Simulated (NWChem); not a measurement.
**One shape, several levels: doublet KF+**

Aim: a comparison of 6 runs (UBHLYP/def2-TZVPP, UCAM-B3LYP/def2-TZVPP, UM06-L/def2-TZVPP, UTPSS/def2-TZVPP, UMP3/def2-TZVPP, UCCSD(T)/def2-TZVPP) of doublet KF+. 

The calculation is run with NWChem 7.3.0.

### 1 Starting point

KF+: 2 atoms, total charge +1, spin state doublet. As SMILES of the parent species, `[F][K]`. Geometry: relaxed at PBE0-D4/def2-TZVP. That shape belongs to the parent species and isn't relaxed for this state.

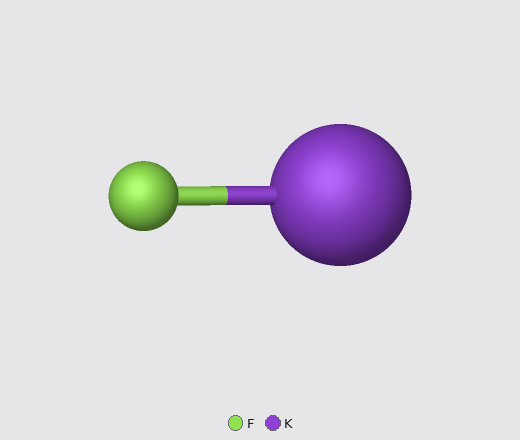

Viewed from a chosen angle; fluorine green, potassium purple.

### 2 The energy at UBHLYP/def2-TZVPP (run 1)

Contents of m1.nw:

```
start m1
memory 2200 mb
charge 1

geometry noautosym nocenter noautoz
F      0.946100    -0.362400     0.470400
K     -0.916600     0.302200    -0.466300
end

basis "ao basis" spherical bse
* library def2-TZVPP
end

dft
xc bhlyp
mult 2
grid xfine
convergence energy 1e-08
maxiter 100
mulliken
noprint "final vectors analysis"
end

task dft energy
```

Started as:

```sh
nwchem m1.nw > m1.out
```

Log:

```text
[...]
          Wavefunction type:  spin polarized.
          No. of atoms     :     2
          No. of electrons :    27
[...]
          Charge           :     1
          Spin multiplicity:     2
[...]
          AO basis - number of functions:    64
[...]
              XC Information
              --------------
                        BHLYP Method XC Functional
                     Hartree-Fock (Exact) Exchange  0.500
                        Slater Exchange Functional  0.500 local
                    Becke 1988 Exchange Functional  0.500 non-local
              Lee-Yang-Parr Correlation Functional  1.000
[...]
 d= 0,ls=0.0,diis     1   -699.3904964606 -7.41D+02  8.30D-03  3.33D-01     1.1
[...]
 d= 0,ls=0.0,diis     8   -699.4890446545 -5.84D-09  3.15D-07  2.52D-09     6.8
[...]
         Total DFT energy =     -699.489044654459
      One electron energy =    -1039.578923292916
           Coulomb energy =      342.462054906364
    Exchange-Corr. energy =      -43.723187189835
 Nuclear repulsion energy =       41.351010921927
[...]
      Total Density - Mulliken Population Analysis
     ---------------------------------------------
    Atom       Charge   Shell Charges
 -----------   ------   -------------------------------------------------------
    1 F    9     8.97   0.78  1.20  0.64  1.01  0.37  2.20  1.97  0.81  0.00  0.00  0.00
    2 K   19    18.03   2.00  2.00  1.19  0.80  0.01 -0.00  5.99  4.62  1.38  0.01  0.00  0.02  0.00
[...]
      <S2> =      0.7523 (Exact =     0.7500)
[...]
```

Run time: 7.5 s. Hardware: 1 thread of Intel Xeon Platinum 8488C (Sapphire Rapids), shared host; peak memory 0.12 GiB.

### 3 The energy at UCAM-B3LYP/def2-TZVPP (run 2)

Contents of a.xyz:

```xyz
2

F      0.946100    -0.362400     0.470400
K     -0.916600     0.302200    -0.466300
```

Contents of run.py:

```python
from ase.io import read
from ase.calculators.nwchem import NWChem

molecule = read('a.xyz')

calc = NWChem(
    label='a',
    theory='dft',
    memory='2200 mb',
    basis='def2-TZVPP',
    basispar='spherical bse',
    charge=1,
    dft={'xc': 'xcamb88 1.00 lyp 0.81 vwn_5 0.19 hfexch 1.00', 'cam': '0.33 cam_alpha 0.19 cam_beta 0.46', 'mult': '2', 'grid': 'xfine', 'convergence': 'energy 1e-08', 'direct': None, 'iterations': '100', 'mulliken': None},
    task='energy',
)
molecule.calc = calc

print("Total energy (eV):", round(molecule.get_potential_energy(), 6))
```

Started as:

```sh
export ASE_NWCHEM_COMMAND="nwchem PREFIX.nwi > PREFIX.nwo"
python run.py
```

Log:

```text
Total energy (eV): -19034.387839
```

The calculator wrote a.nwi:

```
title "a"

permanent_dir a

scratch_dir a

start a

geometry units angstrom nocenter noautosym noautoz
  F  9.4610000000000005e-01 -3.6240000000000000e-01 4.7039999999999998e-01
  K  -9.1659999999999997e-01 3.0220000000000002e-01 -4.6629999999999999e-01
end

charge 1

memory 2200 mb

basis spherical bse noprint
   * library def2-TZVPP
end

dft
  xc xcamb88 1.00 lyp 0.81 vwn_5 0.19 hfexch 1.00
  cam 0.33 cam_alpha 0.19 cam_beta 0.46
  mult 2
  grid xfine
  convergence energy 1e-08
  direct
  iterations 100
  mulliken
end

task dft energy
```

a.nwo:

```text
Northwest Computational Chemistry Package (NWChem) 7.3.0
             --------------------------------------------------------

           Job information
           ---------------

    nwchem branch   = 7.3.0
    use scalapack   = T
    input           = a.nwi
    prefix          = a.
    data base       = a/a.db
    status          = startup
    nproc           =        1

           Memory information
           ------------------

    heap     =     72089596 doubles =      550.0 Mbytes
    stack    =     72089601 doubles =      550.0 Mbytes
    global   =    144179200 doubles =     1100.0 Mbytes (distinct from heap & stack)
    total    =    288358397 doubles =     2200.0 Mbytes
    verify   = yes
    hardfail = no

           Directory information
           ---------------------

  0 permanent = a
  0 scratch   = a

                                NWChem Input Module
                                -------------------

                                         a
                                         -

[... 21 lines left out ...]
            Nuclear Dipole moment (a.u.)
[... 39 lines left out ...]
  convergence criterion.
[... 17 lines left out ...]
          Convergence on density requested:  1.00D-05
[... 27 lines left out ...]
          Spatial weights used:  Erf1
[... 3 lines left out ...]
          Convergence aids based upon iterative change in
[... 79 lines left out ...]
         Total DFT energy =     -699.500856823179
[... 1 line left out ...]
           Coulomb energy =      342.269664452933
[... 1 line left out ...]
 Nuclear repulsion energy =       41.351010921927
[... 485 lines left out ...]
                     DFT Final Beta Molecular Orbital Analysis
[... 536 lines left out ...]
   alpha     51     52     53     54     55     56     57     58     59     60
    beta     51     58     54     55     53     52     56     57     61     62
 overlap   1.000  1.000  1.000  1.000  1.000  1.000  1.000  1.000  1.000  1.000

   alpha     61     62     63     64
    beta     60     59     63     64
 overlap   1.000  1.000  1.000  1.000

     --------------------------
     Expectation value of S2:
     --------------------------
      <S2> =      0.7517 (Exact =     0.7500)

 center of mass
 --------------
 x =  -0.57836520 y =   0.15942150 z =  -0.30098661

 moments of inertia (a.u.)
 ------------------
          60.160100231698          56.459114946644         -79.574560593622
          56.459114946644         198.255966878195          28.391717920503
         -79.574560593622          28.391717920503         178.384402420952

     Multipole analysis of the density
     ---------------------------------

     L   x y z        total         alpha         beta         nuclear
     -   - - -        -----         -----         ----         -------
     0   0 0 0      1.000000    -14.000000    -13.000000     28.000000

     1   1 0 0     -1.639687      6.727273      8.452547    -16.819506
[... 8 lines of this table left out ...]
     2   0 0 2     -9.249415    -16.130059    -14.984139     21.864782

 Task  times  cpu:       10.5s     wall:       10.5s
 Total times  cpu:       10.5s     wall:       10.5s
```

Wall time 12 s (1 thread of Intel Xeon Platinum 8488C (Sapphire Rapids), shared host); peak memory 0.11 GiB.

Runs 3 to 5 aren't shown in full; the table further down has their settings and results.

### 4 The energy at UCCSD(T)/def2-TZVPP (run 6)

Contents of work.nw:

```
echo
start work
title "FK ccsd(t)"
memory 2200 mb
charge 1

geometry noautosym nocenter noautoz
 F      0.946100    -0.362400     0.470400
 K     -0.916600     0.302200    -0.466300
end

basis "ao basis" spherical bse
 F library def2-TZVPP
 K library def2-TZVPP
end

scf
 nopen 1
 uhf
 thresh 1e-08
 maxiter 80
end

tce
 scf
 ccsd(t)
 freeze core 6
 maxiter 60
end

task tce
```

Started as:

```sh
nwchem work.nw > work.out
```

Log:

```text
[...]
  functions       =    64
[...]
  wavefunction    = UHF
[...]
         Total SCF energy =   -698.396347118181
      One electron energy =  -1039.529542258746
      Two electron energy =    299.782184218637
 Nuclear repulsion energy =     41.351010921927
                       Sz =      0.5000
                 Sz(Sz+1) =      0.7500
                      S^2 =      0.7540
[...]
         Wavefunction type : Unrestricted Hartree-Fock
          No. of electrons :    27
[...]
         Spin multiplicity : doublet
[...]
 CCSD total energy / hartree       =      -698.771424270185889
[...]
 CCSD[T] total energy / hartree       =      -698.777054567047912
[...]
 CCSD(T) total energy / hartree       =      -698.776882480070640
[...]
```

It took 30 s on 1 thread of Intel Xeon Platinum 8488C (Sapphire Rapids), shared host; peak memory 0.5 GiB.

### 5 Overview of the runs

```csv
run,level,integration grid,iteration cap,energy (Eh),⟨S²⟩,wall time
1,UBHLYP/def2-TZVPP,xfine,100,-699.489045,0.752,7.5 s
2,UCAM-B3LYP/def2-TZVPP,xfine,100,-699.500857,0.752,12 s
3,UM06-L/def2-TZVPP,xfine,100,-699.486400,0.753,10 s
4,UTPSS/def2-TZVPP,xfine,100,-699.524565,0.752,9.6 s
5,UMP3/def2-TZVPP,–,80,-698.770697,0.754,12 s
6,UCCSD(T)/def2-TZVPP,–,80,-698.776882,0.754,30 s
```

### 6 Summary of results

```
                                                         quantity          value
                                              run 6: total energy  -698.77688 Eh
run 6: HOMO energy (Hartree–Fock orbitals) (highest over α and β)      -24.80 eV
 run 6: LUMO energy (Hartree–Fock orbitals) (lowest over α and β)       -4.85 eV
               run 6: correlation energy (6 core orbitals frozen)     -380.5 mEh
                                            run 6: (T) correction      -5.46 mEh
                         run 6: ⟨S²⟩ of the reference determinant          0.754
```

Totals of different functionals can't be ranked against each other. All runs together took 81 s, the longest 30 s.
